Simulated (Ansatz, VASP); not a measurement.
## FePt (Tetraferroplatinum) in two plane-wave programs

One calculation is typed for both programs; each brings its own data sets. How far apart do they land? The cell is taken from a series of VASP runs on this material, whose earlier steps may have relaxed, scaled or displaced it; both programs get it as it stands. Other levels of theory on this material are compared in a session of their own. Valence electrons are named where the data sets of a main pair hold unlike numbers.

Calculated with Ansatz 0.2.0; plane waves, with VASP 6.6.1 beside it; band structure at PBEsol.

**1. Set-up**

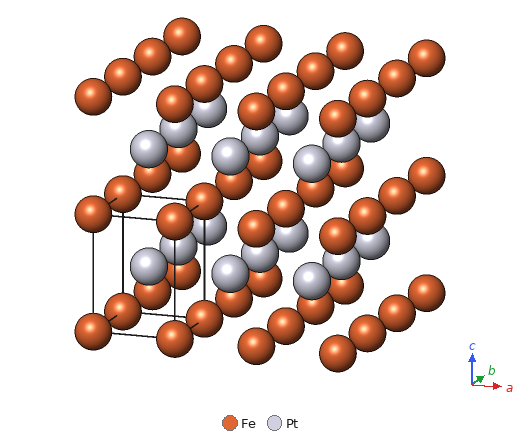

The cell as given, slightly off an axis (iron orange, platinum light grey). 3×3×2 cells are drawn. Some periodic images of atoms are drawn too.

Coordinates:

```xyz
2
Lattice="2.6747 0.0000 0.0000 0.0000 2.6747 0.0000 0.0000 0.0000 3.7373" Properties=species:S:1:pos:R:3 pbc="T T T"
Fe    0.0000    0.0000    0.0000
Pt    1.3374    1.3374    1.8687
```

**2. VASP: band structure, PBEsol**

With cell and atoms fixed, the geometry can't cause a difference; cores, projectors, grids and the points listed under the comparison can.

Lines of VASP's logs that name or quote its potential files are left out, and so is its time.

Contents of INCAR:

```
SYSTEM = FePt
PREC = Accurate
ENCUT = 400
EDIFF = 1E-06
NELM = 100
ISMEAR = 1
SIGMA = 0.2
LREAL = .FALSE.
ALGO = Normal
GGA = PS
NBANDS = 24
ISPIN = 2
MAGMOM = 2.807 0.257
LASPH = .TRUE.
LMAXMIX = 4
LORBIT = 11
LWAVE = .FALSE.
LCHARG = .FALSE.
KPAR = 4
```

Contents of POSCAR:

```
FePt
1.0
    2.6747337513      0.0000000000      0.0000000000
    0.0000000000      2.6747337513      0.0000000000
    0.0000000000      0.0000000000      3.7373276140
Fe Pt
1 1
Direct
    0.0000000000      0.0000000000      0.0000000000
    0.5000000000      0.5000000000      0.5000000000
```

Contents of KPOINTS:

```
Automatic mesh
0
Gamma
7 7 5
0 0 0
```

Contents of KPOINTS_OPT:

```
Line mode
16
Line-mode
Reciprocal
  0.00000000   0.00000000   0.00000000 GAMMA
  0.00000000   0.50000000   0.00000000 X

  0.00000000   0.50000000   0.00000000 X
  0.50000000   0.50000000   0.00000000 M

  0.50000000   0.50000000   0.00000000 M
  0.00000000   0.00000000   0.00000000 GAMMA

  0.00000000   0.00000000   0.00000000 GAMMA
  0.00000000   0.00000000   0.50000000 Z

  0.00000000   0.00000000   0.50000000 Z
  0.00000000   0.50000000   0.50000000 R

  0.00000000   0.50000000   0.50000000 R
  0.50000000   0.50000000   0.50000000 A

  0.50000000   0.50000000   0.50000000 A
  0.00000000   0.00000000   0.50000000 Z

  0.00000000   0.50000000   0.00000000 X
  0.00000000   0.50000000   0.50000000 R

  0.50000000   0.50000000   0.00000000 M
  0.50000000   0.50000000   0.50000000 A
```

The projector-augmented-wave data sets are Fe and Pt (PBE family, release 64).

Command:

```console
mpirun -np 4 vasp_std
```

Numbers of over 12 decimals in the logs are rounded to 6 here.

Output:

```text
[banner, memory and clock lines left out]
running    4 mpi-ranks, on    1 nodes
 distrk:  each k-point on    1 cores,    4 groups
 distr:  one band on    1 cores,    1 groups

 POSCAR found type information on POSCAR FePt
 POSCAR found :  2 types and       2 ions
|                                                                             |
|               ----> ADVICE to this user running VASP <----                  |
|                                                                             |
|     You enforced a specific xc type in the INCAR file but a different       |
|     [... a line on the potential file left out ...]
|     I HOPE YOU KNOW WHAT YOU ARE DOING!                                     |
|                                                                             |

 LDA part: xc-table for (Slater+PW92), standard interpolation
 POSCAR, INCAR and KPOINTS ok, starting setup
 FFT: planning ... GRIDC
 FFT: planning ... GRID_SOFT
 FFT: planning ... GRID
 WAVECAR not read
 entering main loop
       N       E                     dE             d eps       ncg     rms          rms(c)
DAV:   1     0.758770289481E+02    0.75877E+02   -0.68660E+03  3168   0.679E+02
DAV:   2    -0.146237456351E+02   -0.90501E+02   -0.79995E+02  3184   0.172E+02
DAV:   3    -0.178957379187E+02   -0.32720E+01   -0.31935E+01  3456   0.358E+01
DAV:   4    -0.179305849500E+02   -0.34847E-01   -0.34825E-01  3616   0.326E+00
DAV:   5    -0.179314852284E+02   -0.90028E-03   -0.90026E-03  3696   0.559E-01    0.183E+01
DAV:   6    -0.191952243582E+02   -0.12637E+01   -0.87449E+00  3480   0.529E+01    0.241E+01
DAV:   7    -0.164417612760E+02    0.27535E+01   -0.79421E+00  3968   0.524E+01    0.889E+00
DAV:   8    -0.163266094544E+02    0.11515E+00   -0.33869E-01  4280   0.653E+00    0.435E+00
DAV:   9    -0.162794027528E+02    0.47207E-01   -0.98053E-02  4240   0.467E+00    0.166E+00
DAV:  10    -0.162723744151E+02    0.70283E-02   -0.12796E-02  4688   0.149E+00    0.754E-01
DAV:  11    -0.162716233992E+02    0.75102E-03   -0.19952E-03  4384   0.551E-01    0.345E-01
DAV:  12    -0.162717486394E+02   -0.12524E-03   -0.43612E-04  3824   0.261E-01    0.824E-02
DAV:  13    -0.162717657402E+02   -0.17101E-04   -0.38612E-05  4536   0.695E-02    0.346E-02
DAV:  14    -0.162717590361E+02    0.67041E-05   -0.53854E-06  3944   0.313E-02    0.125E-02
DAV:  15    -0.162717587563E+02    0.27976E-06   -0.11435E-06  2600   0.162E-02
   1 F= -.16271759E+02 E0= -.16272821E+02  d E =0.318685E-02  mag=     3.0945
 Start KPOINTS_OPT (optional k-point list driver)
k-point batch [1-30\144]
       N       E                     dE             ncg
DAV:   1     0.592084349131E+04   -0.85381E+04     3144
DAV:   2     0.320110722990E+04   -0.27197E+04     3160
DAV:   3     0.309400056277E+04   -0.10711E+03     3568
DAV:   4     0.309276914941E+04   -0.12314E+01     3560
DAV:   5     0.309273912290E+04   -0.30027E-01     3688
DAV:   6     0.309273799854E+04   -0.11244E-02     3720
DAV:   7     0.309273795809E+04   -0.40446E-04     3576
DAV:   8     0.309273795639E+04   -0.17017E-05     2688
DAV:   9     0.309273795620E+04   -0.18530E-06     2656
[...]
k-point batch [121-144\144]
       N       E                     dE             ncg
DAV:   1     0.883750395362E+04   -0.13972E+05     2488
DAV:   2     0.666369493987E+04   -0.21738E+04     2600
DAV:   3     0.658147816848E+04   -0.82217E+02     2824
DAV:   4     0.658052811584E+04   -0.95005E+00     2848
DAV:   5     0.658050279162E+04   -0.25324E-01     2872
DAV:   6     0.658050182590E+04   -0.96572E-03     2984
DAV:   7     0.658050179238E+04   -0.33526E-04     2792
DAV:   8     0.658050179085E+04   -0.15289E-05     2208
DAV:   9     0.658050179073E+04   -0.11365E-06     2000
```

Parts of OUTCAR (step 2):

```text
ion  position               nearest neighbor table
   1  0.000  0.000  0.000-   2 2.66   2 2.66   2 2.66   2 2.66   2 2.66   2 2.66   2 2.66   2 2.66

  LATTYP: Found a simple tetragonal cell.
 ALAT       =     2.6747337513
 C/A-ratio  =     1.3972708918

 Subroutine GETGRP returns: Found 16 space group operations
 (whereof 16 operations were pure point group operations)

The static configuration has the point symmetry D_4h.

 Found     30 irreducible k-points:

   k-points           NKPTS =     30   k-points in BZ     NKDIM =     30   number of bands    NBANDS=     24

   dimension x,y,z NGX =    18 NGY =   18 NGZ =   24
   dimension x,y,z NGXF=    36 NGYF=   36 NGZF=   48

   ENCUT  =  400.0 eV  29.40 Ry    5.42 a.u.   4.36  4.36  6.09*2*pi/ulx,y,z

   NELECT =      18.0000    total number of electrons

 k-points in reciprocal lattice and weights: Automatic mesh
   0.00000000  0.00000000  0.00000000       0.004
   0.14285714  0.00000000  0.00000000       0.016
   0.28571429  0.00000000  0.00000000       0.016
   0.42857143  0.00000000  0.00000000       0.016
   0.14285714  0.14285714  0.00000000       0.016
   0.28571429  0.14285714  0.00000000       0.033
   0.42857143  0.14285714  0.00000000       0.033
   0.28571429  0.28571429  0.00000000       0.016
   0.42857143  0.28571429  0.00000000       0.033
[...]
0.42857143  0.28571429  0.40000000       0.065
   0.42857143  0.42857143  0.40000000       0.033

 average (electrostatic) potential at core
       1 -40.2816       2 -65.1047

 E-fermi :   8.9632

 spin component 1
 k-point     1 :       0.0000    0.0000    0.0000
  band No.  band energies     occupation
    ...
      7       7.0465      1.00000
      8       7.0972      1.00000
      9       8.5519      1.00664
     10       8.7008      1.03442
     11       8.7008      1.03442
     12      10.8955     -0.00000
     13      18.6887      0.00000
     14      21.0989      0.00000
     15      21.0989      0.00000
     16      26.1875      0.00000
    ...

 k-point     2 :       0.1429    0.0000    0.0000
  band No.  band energies     occupation
    ...
      7       6.9049      1.00000
      8       7.1272      1.00000
      9       7.3499      1.00000
     10       8.0776      1.00000
     11       8.5586      1.00742
     12      12.7851     -0.00000
     13      17.9896      0.00000
     14      19.2380      0.00000
     15      22.0957      0.00000
     16      26.6394      0.00000
    ...

 k-point     3 :       0.2857    0.0000    0.0000
  band No.  band energies     occupation
    ...
      7       6.1455      1.00000
      8       6.5805      1.00000
      9       7.1876      1.00000
     10       7.6386      1.00000
     11       8.1522      1.00000
     12      14.6433      0.00000
     13      15.7304      0.00000
     14      18.8420      0.00000
     15      24.2806      0.00000
     16      24.5656      0.00000
    ...

 k-point     4 :       0.4286    0.0000    0.0000
  band No.  band energies     occupation
    ...
      7       6.2638      1.00000
      8       6.6501      1.00000
      9       6.7610      1.00000
     10       7.5654      1.00000
     11       8.9536      0.54028
     12      11.8623     -0.00000
     13      18.7291      0.00000
     14      19.1849      0.00000
     15      22.0059      0.00000
     16      23.2442      0.00000
    ...

 k-point     5 :       0.1429    0.1429    0.0000
  band No.  band energies     occupation
    ...
      7       6.5667      1.00000
      8       6.5936      1.00000
      9       7.2442      1.00000
     10       7.6505      1.00000
     11       8.6573      1.02632
     12      13.9222      0.00000
     13      18.1411      0.00000
     14      19.1389      0.00000
     15      20.1149      0.00000
     16      27.2241      0.00000
    ...

 k-point     6 :       0.2857    0.1429    0.0000
  band No.  band energies     occupation
    ...
      7       6.5417      1.00000
      8       6.8171      1.00000
      9       7.0024      1.00000
     10       7.6369      1.00000
     11       8.4280      1.00051
     12      15.2412      0.00000
     13      16.3891      0.00000
     14      18.7379      0.00000
     15      21.3481      0.00000
     16      25.6589      0.00000
    ...

  Total       -0.0143728     -0.0143728      0.0080672      0.0000000      0.0000000     -0.0000000
  in kB       -0.8612509     -0.8612509      0.4834026      0.0000000      0.0000000     -0.0000000
  external PRESSURE =      -0.4130331 kB  Pullay stress =       0.0000000 kB

  energy-cutoff  :      400.00
  volume of cell :       26.74
      direct lattice vectors                 reciprocal lattice vectors
     2.674733751  0.000000000  0.000000000     0.373868988  0.000000000  0.000000000
     0.000000000  2.674733751  0.000000000     0.000000000  0.373868988  0.000000000
     0.000000000  0.000000000  3.737327614     0.000000000  0.000000000  0.267570870

 POSITION                                       TOTAL-FORCE (eV/Angst)
 -----------------------------------------------------------------------------------
      0.00000      0.00000      0.00000         0.000000      0.000000      0.000000
      1.33737      1.33737      1.86866         0.000000      0.000000      0.000000
 -----------------------------------------------------------------------------------
    total drift:                                0.000000     -0.000000     -0.000000

  FREE ENERGIE OF THE ION-ELECTRON SYSTEM (eV)
  ---------------------------------------------------
  free  energy   TOTEN  =       -16.2717587563 eV

  energy  without entropy=      -16.2749456039  energy(sigma->0) =      -16.27282104

 total charge
# of ion       s       p       d       tot
------------------------------------------
    1        0.421   0.477   6.161   7.059
    2        0.726   0.707   8.063   9.495
--------------------------------------------------
tot          1.147   1.183  14.224  16.554

 magnetization (x)
# of ion       s       p       d       tot
------------------------------------------
    1        0.001  -0.009   2.815   2.807
    2       -0.026  -0.074   0.357   0.257
--------------------------------------------------
tot         -0.025  -0.083   3.172   3.064

[... 6 further parts left out ...]
```

The run ends at a pressure of -0.04 GPa.

[end of part 1 of 2]

[Lines on the potential files, build, host, timing and source positions are cut from VASP's logs without a mark.]

[Logs are printed without paths, hosts, clocks, repeated set-up lines and the standing remarks that a program may print on its own settings, such as how far it seeks lower states.]

[Hosts, paths, dates, database ids (printed as entryN), source tags and the programs' standing remarks are cut or masked in the printed files.]
